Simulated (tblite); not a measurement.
## C5H5N3 (charge +1): geometry relaxation (part 2 of 3)

The same run, continued: C5H5N3, charge +1, multiplicity 2; GFN2-xTB geometry optimisation, gas phase (tblite 0.8.0). It belongs to a series of runs on one base structure; here: electron removed.

Geometry of the input (Å):
```
N  3.7012  -0.6585  -0.0266
C  2.5299  -0.6595  0.0145
C  1.1247  -0.6972  0.1013
C  0.3118  0.3421  -0.2496
C  0.8588  1.5651  -0.7118
N  1.2659  2.5787  -1.1085
C  -1.1942  0.2831  -0.1533
N  -1.7209  -0.8851  0.5516
H  0.6950  -1.6320  0.4485
H  -1.5763  1.1777  0.3576
H  -1.6046  0.2842  -1.1699
H  -2.7332  -0.9587  0.3631
H  -1.6625  -0.7392  1.5653
```

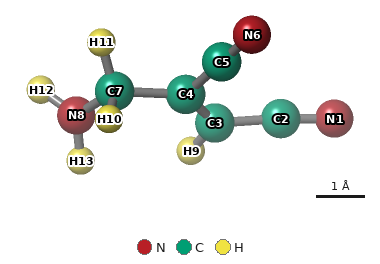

*The geometry at step 88 of the log (ball-and-stick view, seen at a tilt; atoms are numbered from 1 in the order of the input).*

Trajectory as extended XYZ, continued:
```
13
Properties=species:S:1:pos:R:3:forces:R:3 step=55 energy=-581.82745
N     3.6065   -0.5894   -0.1621    0.0410  -0.0150  -0.0010
C     2.4733   -0.6319   -0.0227   -0.0070   0.0110   0.0430
C     1.0893   -0.6639    0.2445   -0.0150  -0.0210  -0.0380
C     0.2831    0.3382   -0.1510    0.0090   0.0050  -0.0260
C     0.8506    1.4882   -0.7621   -0.0090   0.0520  -0.0370
N     1.3340    2.3832   -1.2812   -0.0080  -0.0130   0.0170
C    -1.2368    0.3625   -0.0856    0.0320   0.0020  -0.0140
N    -1.8344   -0.7450    0.5154   -0.0240   0.0220   0.0020
H     0.7459   -1.5502    0.7600    0.0030  -0.0150   0.0270
H    -1.4600    1.2972    0.4730    0.0020  -0.0110   0.0250
H    -1.6300    0.5137   -1.0983   -0.0260   0.0050  -0.0120
H    -2.6288   -1.1971    0.0911    0.0020  -0.0030   0.0160
H    -1.5970   -1.0050    1.4611    0.0010  -0.0180  -0.0010
13
Properties=species:S:1:pos:R:3:forces:R:3 step=58 energy=-581.82835
N     3.6067   -0.5888   -0.1666    0.0430  -0.0080   0.0140
C     2.4749   -0.6305   -0.0170   -0.0150  -0.0230   0.0040
C     1.0903   -0.6651    0.2489    0.0080   0.0330   0.0110
C     0.2868    0.3358   -0.1539   -0.0180  -0.0160  -0.0200
C     0.8465    1.4837   -0.7784    0.0010  -0.0090   0.0060
N     1.3263    2.3784   -1.3008   -0.0050  -0.0010  -0.0010
C    -1.2337    0.3661   -0.0788   -0.0120  -0.0020  -0.0060
N    -1.8414   -0.7426    0.5100    0.0140   0.0120   0.0050
H     0.7504   -1.5419    0.7850    0.0070   0.0130  -0.0150
H    -1.4460    1.2900    0.5012    0.0090   0.0050   0.0030
H    -1.6324    0.5334   -1.0867   -0.0190   0.0220  -0.0010
H    -2.6218   -1.1991    0.0666   -0.0210  -0.0200   0.0040
H    -1.6109   -1.0188    1.4528    0.0100  -0.0060  -0.0060
13
Properties=species:S:1:pos:R:3:forces:R:3 step=62 energy=-581.82906
N     3.6132   -0.5934   -0.1569   -0.0540  -0.0200   0.0210
C     2.4797   -0.6351   -0.0146    0.0490   0.0240  -0.0030
C     1.0938   -0.6626    0.2481    0.0050  -0.0150  -0.0080
C     0.2864    0.3318   -0.1624    0.0120   0.0110   0.0140
C     0.8432    1.4829   -0.7837   -0.0120  -0.0140  -0.0170
N     1.3157    2.3818   -1.3055    0.0030  -0.0020   0.0030
C    -1.2344    0.3665   -0.0789   -0.0050   0.0030   0.0040
N    -1.8469   -0.7385    0.5114   -0.0040  -0.0140  -0.0220
H     0.7538   -1.5384    0.7857    0.0000   0.0080  -0.0050
H    -1.4337    1.2897    0.5077   -0.0050  -0.0040  -0.0030
H    -1.6391    0.5418   -1.0834   -0.0120   0.0130   0.0160
H    -2.6230   -1.2004    0.0645   -0.0010   0.0000   0.0050
H    -1.6132   -1.0256    1.4501    0.0250   0.0110  -0.0040
13
Properties=species:S:1:pos:R:3:forces:R:3 step=65 energy=-581.82954
N     3.6129   -0.5959   -0.1594    0.0340  -0.0130   0.0150
C     2.4811   -0.6332   -0.0097   -0.0500   0.0160  -0.0050
C     1.0952   -0.6585    0.2556   -0.0190   0.0080  -0.0090
C     0.2851    0.3295   -0.1646   -0.0050   0.0100   0.0030
C     0.8397    1.4746   -0.7980    0.0170   0.0240  -0.0080
N     1.3172    2.3718   -1.3185   -0.0150  -0.0250  -0.0020
C    -1.2375    0.3712   -0.0742    0.0060  -0.0040   0.0050
N    -1.8520   -0.7386    0.5042    0.0160   0.0030  -0.0140
H     0.7578   -1.5265    0.8064    0.0000  -0.0070   0.0000
H    -1.4267    1.2861    0.5288    0.0020  -0.0130  -0.0020
H    -1.6489    0.5660   -1.0726    0.0060  -0.0010   0.0190
H    -2.6165   -1.2089    0.0467   -0.0060   0.0020  -0.0010
H    -1.6116   -1.0371    1.4376    0.0130   0.0000  -0.0010
13
Properties=species:S:1:pos:R:3:forces:R:3 step=68 energy=-581.82985
N     3.6151   -0.6014   -0.1577   -0.0050  -0.0010   0.0160
C     2.4828   -0.6296   -0.0080   -0.0090  -0.0070  -0.0060
C     1.0973   -0.6537    0.2603   -0.0020   0.0030   0.0030
C     0.2858    0.3303   -0.1642   -0.0060  -0.0010  -0.0010
C     0.8378    1.4700   -0.8090   -0.0130   0.0040   0.0140
N     1.3114    2.3639   -1.3380    0.0080   0.0070  -0.0240
C    -1.2368    0.3729   -0.0672   -0.0040   0.0110  -0.0050
N    -1.8530   -0.7439    0.4946    0.0170  -0.0030   0.0100
H     0.7638   -1.5178    0.8198   -0.0040  -0.0050  -0.0030
H    -1.4194    1.2780    0.5512    0.0000  -0.0020   0.0140
H    -1.6515    0.5860   -1.0591    0.0010  -0.0010  -0.0180
H    -2.6156   -1.2105    0.0295    0.0070   0.0120   0.0020
H    -1.6222   -1.0436    1.4300    0.0090  -0.0170  -0.0010
13
Properties=species:S:1:pos:R:3:forces:R:3 step=72 energy=-581.83029
N     3.6156   -0.6090   -0.1432   -0.0160   0.0080  -0.0010
C     2.4812   -0.6292   -0.0071    0.0140  -0.0180   0.0210
C     1.0957   -0.6508    0.2598   -0.0020   0.0000  -0.0080
C     0.2841    0.3314   -0.1686    0.0110   0.0130   0.0050
C     0.8338    1.4708   -0.8156    0.0120   0.0140  -0.0180
N     1.3063    2.3617   -1.3512   -0.0060  -0.0130  -0.0020
C    -1.2378    0.3756   -0.0663    0.0120  -0.0120   0.0110
N    -1.8478   -0.7469    0.4903   -0.0140  -0.0090  -0.0020
H     0.7638   -1.5136    0.8232   -0.0080   0.0080  -0.0150
H    -1.4123    1.2724    0.5656   -0.0160   0.0190   0.0050
H    -1.6576    0.5984   -1.0543    0.0040  -0.0030   0.0070
H    -2.6140   -1.2082    0.0262   -0.0020   0.0020   0.0010
H    -1.6153   -1.0520    1.4235    0.0110  -0.0110  -0.0040
13
Properties=species:S:1:pos:R:3:forces:R:3 step=75 energy=-581.83062
N     3.6127   -0.6121   -0.1371    0.0320   0.0070  -0.0060
C     2.4784   -0.6302   -0.0036   -0.0010  -0.0030   0.0050
C     1.0929   -0.6483    0.2594    0.0050   0.0050   0.0090
C     0.2824    0.3352   -0.1678    0.0010   0.0050   0.0050
C     0.8326    1.4711   -0.8201    0.0100  -0.0080  -0.0040
N     1.3094    2.3559   -1.3615    0.0000   0.0130  -0.0140
C    -1.2388    0.3788   -0.0627   -0.0090   0.0080   0.0070
N    -1.8467   -0.7477    0.4889    0.0040   0.0150   0.0030
H     0.7642   -1.5100    0.8252   -0.0350  -0.0020  -0.0070
H    -1.4157    1.2742    0.5731   -0.0030  -0.0180  -0.0150
H    -1.6608    0.6051   -1.0496    0.0090  -0.0030   0.0230
H    -2.6107   -1.2087    0.0218   -0.0140  -0.0060   0.0030
H    -1.6045   -1.0628    1.4164    0.0000  -0.0120  -0.0090
13
Properties=species:S:1:pos:R:3:forces:R:3 step=78 energy=-581.83112
N     3.6149   -0.6165   -0.1236   -0.0080  -0.0060   0.0000
C     2.4796   -0.6353    0.0045    0.0180   0.0300  -0.0120
C     1.0928   -0.6435    0.2614    0.0110  -0.0040   0.0120
C     0.2844    0.3405   -0.1686    0.0030  -0.0130   0.0030
C     0.8309    1.4707   -0.8341   -0.0120  -0.0180   0.0170
N     1.3004    2.3508   -1.3894    0.0080   0.0110  -0.0130
C    -1.2373    0.3826   -0.0542    0.0080   0.0060  -0.0060
N    -1.8440   -0.7518    0.4820   -0.0030   0.0060   0.0070
H     0.7565   -1.5015    0.8286   -0.0240  -0.0030   0.0020
H    -1.4108    1.2684    0.5954    0.0030  -0.0130  -0.0050
H    -1.6634    0.6239   -1.0346   -0.0050   0.0040  -0.0050
H    -2.6104   -1.2063    0.0113    0.0030   0.0100   0.0090
H    -1.5981   -1.0814    1.4035   -0.0020  -0.0120  -0.0090
13
Properties=species:S:1:pos:R:3:forces:R:3 step=81 energy=-581.83128
N     3.6155   -0.6180   -0.1200    0.0030   0.0010  -0.0050
C     2.4801   -0.6337    0.0061   -0.0070   0.0060   0.0070
C     1.0930   -0.6424    0.2637   -0.0010   0.0030   0.0000
C     0.2849    0.3403   -0.1696    0.0000   0.0000  -0.0020
C     0.8296    1.4694   -0.8386    0.0120   0.0130  -0.0020
N     1.2980    2.3487   -1.3968   -0.0120  -0.0250   0.0100
C    -1.2367    0.3839   -0.0530    0.0040  -0.0120  -0.0020
N    -1.8442   -0.7513    0.4805   -0.0070  -0.0040   0.0020
H     0.7518   -1.4984    0.8317    0.0060   0.0030  -0.0030
H    -1.4068    1.2653    0.6024    0.0010   0.0060  -0.0010
H    -1.6653    0.6312   -1.0310   -0.0020   0.0000   0.0000
H    -2.6096   -1.2063    0.0085    0.0020   0.0140   0.0030
H    -1.5945   -1.0883    1.3982    0.0000  -0.0060  -0.0070
13
Properties=species:S:1:pos:R:3:forces:R:3 step=84 energy=-581.83135
N     3.6148   -0.6179   -0.1214   -0.0050   0.0060  -0.0020
C     2.4796   -0.6317    0.0074    0.0080  -0.0050   0.0020
C     1.0930   -0.6410    0.2664    0.0000   0.0010   0.0040
C     0.2845    0.3409   -0.1675   -0.0020   0.0010  -0.0010
C     0.8296    1.4676   -0.8399   -0.0010   0.0010   0.0020
N     1.2980    2.3433   -1.4033    0.0000  -0.0040   0.0010
C    -1.2366    0.3852   -0.0504   -0.0090   0.0050  -0.0010
N    -1.8465   -0.7501    0.4803    0.0030   0.0040  -0.0050
H     0.7523   -1.4964    0.8354    0.0060   0.0000   0.0020
H    -1.4067    1.2665    0.6060    0.0050  -0.0100  -0.0030
H    -1.6656    0.6358   -1.0276    0.0010  -0.0050   0.0030
H    -2.6077   -1.2061    0.0032   -0.0080   0.0080   0.0020
H    -1.5930   -1.0958    1.3936    0.0020  -0.0020  -0.0020
13
Properties=species:S:1:pos:R:3:forces:R:3 step=88 energy=-581.83146
N     3.6145   -0.6166   -0.1269    0.0030   0.0040   0.0040
C     2.4807   -0.6290    0.0125   -0.0020   0.0000  -0.0090
C     1.0949   -0.6349    0.2772    0.0020  -0.0040   0.0010
C     0.2848    0.3414   -0.1652    0.0030  -0.0040   0.0050
C     0.8277    1.4607   -0.8510   -0.0100  -0.0080  -0.0010
N     1.2944    2.3281   -1.4282    0.0080   0.0110  -0.0030
C    -1.2368    0.3888   -0.0422    0.0090  -0.0030   0.0010
N    -1.8492   -0.7531    0.4701   -0.0020  -0.0040   0.0020
H     0.7571   -1.4848    0.8558    0.0030  -0.0020   0.0070
H    -1.3976    1.2573    0.6325   -0.0030   0.0040   0.0020
H    -1.6677    0.6584   -1.0129   -0.0010   0.0000  -0.0020
H    -2.6061   -1.2031   -0.0190   -0.0120   0.0030   0.0010
H    -1.6011   -1.1127    1.3796    0.0030   0.0020  -0.0080
13
Properties=species:S:1:pos:R:3:forces:R:3 step=91 energy=-581.83154
N     3.6142   -0.6145   -0.1281    0.0270   0.0040  -0.0010
C     2.4809   -0.6274    0.0137   -0.0230  -0.0010   0.0020
C     1.0958   -0.6327    0.2821   -0.0020   0.0010  -0.0100
C     0.2848    0.3409   -0.1649   -0.0030   0.0020   0.0000
C     0.8258    1.4577   -0.8562    0.0160   0.0010  -0.0080
N     1.2957    2.3217   -1.4364   -0.0090  -0.0050   0.0060
C    -1.2365    0.3898   -0.0398    0.0020  -0.0110  -0.0010
N    -1.8504   -0.7543    0.4650   -0.0030  -0.0100   0.0040
H     0.7593   -1.4796    0.8657    0.0030  -0.0010   0.0070
H    -1.3940    1.2525    0.6425   -0.0060   0.0170   0.0020
H    -1.6701    0.6663   -1.0073    0.0060   0.0090  -0.0050
H    -2.6098   -1.1991   -0.0249   -0.0120   0.0030   0.0000
H    -1.6000   -1.1208    1.3709    0.0020  -0.0080   0.0030
13
Properties=species:S:1:pos:R:3:forces:R:3 step=94 energy=-581.83182
N     3.6171   -0.6071   -0.1223   -0.0240  -0.0030  -0.0040
C     2.4832   -0.6252    0.0176    0.0220   0.0140   0.0140
C     1.0991   -0.6289    0.2912   -0.0070  -0.0040  -0.0190
C     0.2853    0.3405   -0.1616   -0.0100  -0.0020  -0.0130
C     0.8227    1.4511   -0.8669    0.0230  -0.0220  -0.0010
N     1.2908    2.3061   -1.4616   -0.0120   0.0020   0.0090
C    -1.2344    0.3909   -0.0330   -0.0200   0.0110   0.0000
N    -1.8547   -0.7573    0.4544    0.0170  -0.0030   0.0040
H     0.7659   -1.4712    0.8843    0.0040   0.0140   0.0000
H    -1.3866    1.2467    0.6617   -0.0060  -0.0080  -0.0090
H    -1.6738    0.6842   -0.9932    0.0250   0.0190  -0.0060
H    -2.6306   -1.1776   -0.0317   -0.0060   0.0050   0.0110
H    -1.5885   -1.1516    1.3435   -0.0070  -0.0220   0.0140
13
Properties=species:S:1:pos:R:3:forces:R:3 step=98 energy=-581.83281
N     3.6229   -0.5866   -0.1122   -0.0260   0.0000   0.0090
C     2.4895   -0.6137    0.0322    0.0050  -0.0050  -0.0170
C     1.1049   -0.6233    0.3031   -0.0010  -0.0010   0.0320
C     0.2846    0.3365   -0.1609    0.0060  -0.0110   0.0000
C     0.8264    1.4342   -0.8832   -0.0630  -0.0430  -0.0050
N     1.2828    2.2779   -1.5015    0.0380   0.0540  -0.0150
C    -1.2309    0.3891   -0.0261    0.0130   0.0110   0.0020
N    -1.8557   -0.7712    0.4285    0.0210  -0.0120   0.0220
H     0.7765   -1.4522    0.9172    0.0100  -0.0010  -0.0060
H    -1.3769    1.2295    0.6912   -0.0090  -0.0160  -0.0190
H    -1.6750    0.7159   -0.9743    0.0170   0.0080   0.0110
H    -2.6924   -1.1158   -0.0155    0.0130   0.0070   0.0190
H    -1.5612   -1.2198    1.2838   -0.0240   0.0080  -0.0340
13
Properties=species:S:1:pos:R:3:forces:R:3 step=101 energy=-581.83308
N     3.6207   -0.5762   -0.1168    0.0150  -0.0050  -0.0020
C     2.4879   -0.6116    0.0294   -0.0110  -0.0060   0.0050
C     1.1049   -0.6242    0.3053   -0.0070   0.0160   0.0010
C     0.2833    0.3306   -0.1675   -0.0040   0.0100   0.0010
C     0.8252    1.4295   -0.8885    0.0140   0.0080   0.0070
N     1.2966    2.2819   -1.4842   -0.0130  -0.0040  -0.0100
C    -1.2299    0.3847   -0.0319   -0.0030  -0.0100  -0.0050
N    -1.8534   -0.7763    0.4223    0.0670  -0.0090   0.0610
H     0.7791   -1.4476    0.9274    0.0060  -0.0100  -0.0030
H    -1.3787    1.2234    0.6854   -0.0010   0.0190  -0.0090
H    -1.6749    0.7112   -0.9794    0.0080   0.0140  -0.0030
H    -2.7077   -1.1021    0.0033   -0.0660  -0.0160  -0.0370
H    -1.5575   -1.2228    1.2774   -0.0060  -0.0080  -0.0080
13
Properties=species:S:1:pos:R:3:forces:R:3 step=104 energy=-581.83360
N     3.6253   -0.5715   -0.1061   -0.0190  -0.0060   0.0010
C     2.4917   -0.6092    0.0354    0.0180   0.0000  -0.0030
C     1.1084   -0.6222    0.3089    0.0030  -0.0010   0.0090
C     0.2844    0.3311   -0.1641    0.0030   0.0020  -0.0010
C     0.8243    1.4255   -0.8937    0.0020   0.0240  -0.0150
N     1.2847    2.2724   -1.5058   -0.0090  -0.0160   0.0130
C    -1.2268    0.3840   -0.0271    0.0030   0.0000   0.0030
N    -1.8534   -0.7813    0.4144   -0.0270  -0.0130  -0.0060
H     0.7845   -1.4462    0.9315    0.0000  -0.0020   0.0020
H    -1.3764    1.2207    0.6940   -0.0010  -0.0040  -0.0020
H    -1.6714    0.7231   -0.9710   -0.0020  -0.0030  -0.0010
H    -2.7310   -1.0739    0.0121    0.0390   0.0090   0.0250
H    -1.5486   -1.2518    1.2538   -0.0100   0.0080  -0.0250
13
Properties=species:S:1:pos:R:3:forces:R:3 step=107 energy=-581.83370
N     3.6254   -0.5684   -0.1043   -0.0090  -0.0050   0.0010
C     2.4921   -0.6068    0.0389    0.0160  -0.0030  -0.0040
C     1.1092   -0.6200    0.3134   -0.0030  -0.0020   0.0010
C     0.2843    0.3307   -0.1641   -0.0030   0.0020   0.0020
C     0.8231    1.4226   -0.8988    0.0090   0.0110  -0.0010
N     1.2847    2.2667   -1.5138   -0.0100  -0.0090   0.0060
C    -1.2258    0.3839   -0.0258    0.0000  -0.0040   0.0020
N    -1.8534   -0.7839    0.4080   -0.0100  -0.0050   0.0010
H     0.7866   -1.4428    0.9389   -0.0010   0.0100   0.0010
H    -1.3751    1.2168    0.7000    0.0000  -0.0020   0.0000
H    -1.6718    0.7302   -0.9668   -0.0020  -0.0060   0.0010
H    -2.7405   -1.0620    0.0183    0.0130   0.0040   0.0060
H    -1.5432   -1.2665    1.2383   -0.0010   0.0090  -0.0160
13
Properties=species:S:1:pos:R:3:forces:R:3 step=110 energy=-581.83375
N     3.6261   -0.5661   -0.1003    0.0100  -0.0030   0.0000
C     2.4931   -0.6042    0.0443   -0.0070  -0.0040  -0.0040
C     1.1101   -0.6160    0.3190    0.0020  -0.0030  -0.0010
C     0.2841    0.3311   -0.1640   -0.0020   0.0000   0.0000
C     0.8224    1.4183   -0.9062    0.0010   0.0040   0.0000
N     1.2826    2.2574   -1.5288   -0.0050  -0.0020   0.0030
C    -1.2249    0.3845   -0.0225   -0.0040   0.0010  -0.0010
N    -1.8538   -0.7871    0.3990   -0.0040   0.0010   0.0020
H     0.7879   -1.4345    0.9501    0.0000   0.0080   0.0050
H    -1.3706    1.2105    0.7125   -0.0050  -0.0050  -0.0030
H    -1.6752    0.7414   -0.9576    0.0080   0.0010   0.0020
H    -2.7514   -1.0477    0.0216    0.0070   0.0010   0.0020
H    -1.5349   -1.2869    1.2153    0.0000   0.0010  -0.0040
13
Properties=species:S:1:pos:R:3:forces:R:3 step=114 energy=-581.83383
N     3.6276   -0.5649   -0.0986   -0.0110  -0.0050  -0.0020
C     2.4946   -0.6025    0.0485    0.0020  -0.0020   0.0020
C     1.1124   -0.6108    0.3278    0.0040   0.0040   0.0010
C     0.2838    0.3298   -0.1636    0.0130   0.0070  -0.0030
C     0.8193    1.4096   -0.9192   -0.0020   0.0060   0.0000
N     1.2760    2.2437   -1.5510   -0.0070  -0.0110   0.0070
C    -1.2240    0.3869   -0.0153    0.0050  -0.0020   0.0020
N    -1.8573   -0.7886    0.3883    0.0040   0.0000   0.0010
H     0.7928   -1.4182    0.9744    0.0020   0.0030   0.0000
H    -1.3632    1.2009    0.7341   -0.0050   0.0000   0.0010
H    -1.6763    0.7626   -0.9419    0.0000   0.0000  -0.0030
H    -2.7598   -1.0346    0.0133   -0.0010  -0.0040   0.0030
H    -1.5303   -1.3135    1.1855   -0.0040   0.0050  -0.0080
13
Properties=species:S:1:pos:R:3:forces:R:3 step=117 energy=-581.83389
N     3.6273   -0.5659   -0.1003    0.0020  -0.0050  -0.0030
C     2.4952   -0.6009    0.0528   -0.0010   0.0020   0.0020
C     1.1142   -0.6043    0.3372   -0.0020   0.0000   0.0040
C     0.2843    0.3317   -0.1605   -0.0040   0.0010   0.0010
C     0.8169    1.4036   -0.9283   -0.0010  -0.0030   0.0000
N     1.2724    2.2290   -1.5722    0.0000   0.0080  -0.0020
C    -1.2233    0.3897   -0.0086    0.0000  -0.0010  -0.0020
N    -1.8584   -0.7908    0.3771   -0.0040  -0.0020  -0.0080
H     0.7963   -1.4041    0.9939    0.0000   0.0000   0.0020
H    -1.3610    1.1915    0.7544    0.0030   0.0030  -0.0020
H    -1.6766    0.7812   -0.9283    0.0010  -0.0030   0.0040
H    -2.7645   -1.0273    0.0046    0.0030   0.0030  -0.0010
H    -1.5272   -1.3329    1.1603    0.0030  -0.0040   0.0060
```

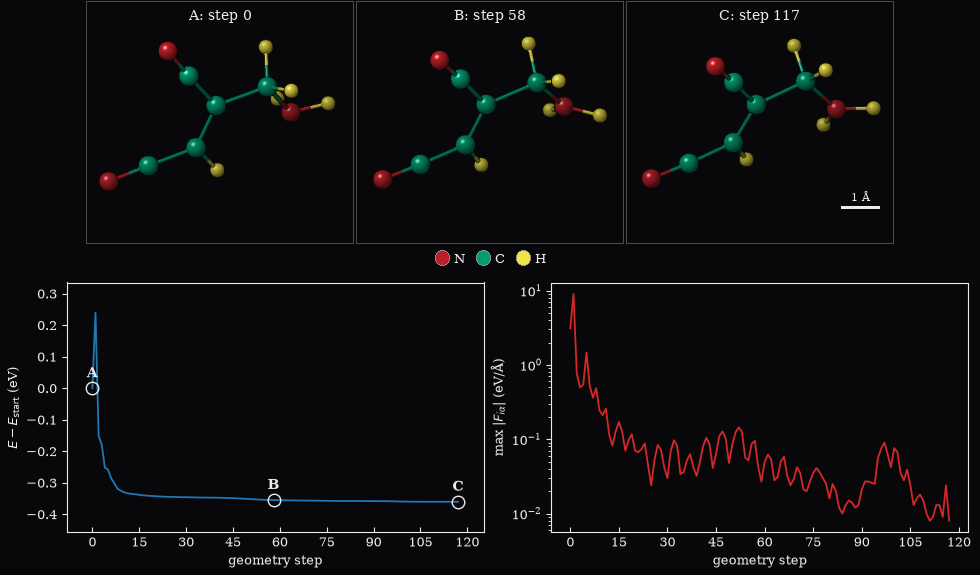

*Frames of the relaxation (ball-and-stick view, seen at a tilt) above the curves, on which the letters mark them (steps are counted from 0).*
